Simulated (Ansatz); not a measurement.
Given this structure:

```
Pt Se
1.0
     3.13588    0.00000    0.00000
     0.00000    3.13588    0.00000
     0.00000    0.00000   10.08093
Pt Se
4 2
Direct
  0.50000 0.50000 0.15977
  0.00000 0.00000 0.34023
  0.00000 0.00000 0.65977
  0.50000 0.50000 0.84023
  0.00000 0.00000 0.00000
  0.50000 0.50000 0.50000
```

Summarise the structure in words.

Answer. The solid is Pt₂Se. The lattice is body-centred tetragonal and the space group I4/mmm (No. 139). In the cell are 4 Pt, 2 Se, which makes 2 formula units. Pt is surrounded by four Se at 2.74 Å. Around each Se lie eight Pt in a cubic arrangement at 2.74 Å. Not all metal-metal contacts are counted. The bonds build Pt2Se layers parallel to (001).

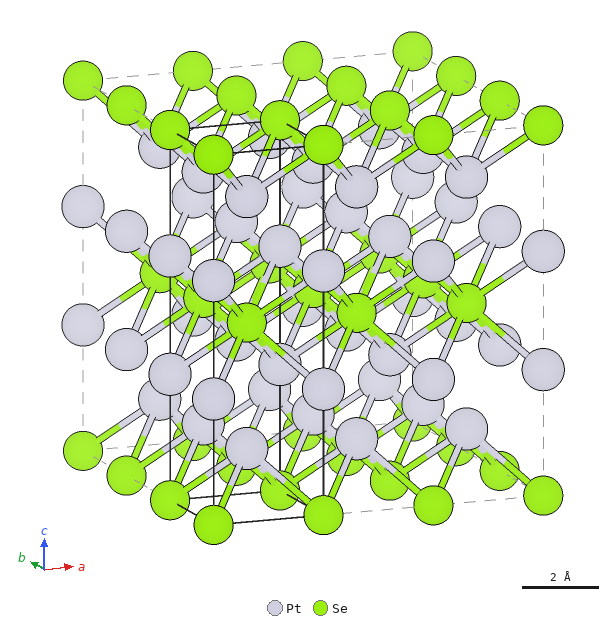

This ball-and-stick model is shown slightly off an axis. A 3×3×1 array of cells is drawn; the conventional unit cell has the solid edges. Colours: platinum light grey, selenium green.

The structure was taken from a textbook structure type filled with these elements (whether it is the usual form wasn't checked). The picture shows the end point of a geometry optimisation with DFT PBE, scalar-relativistic, plane waves, PAW (Ansatz).
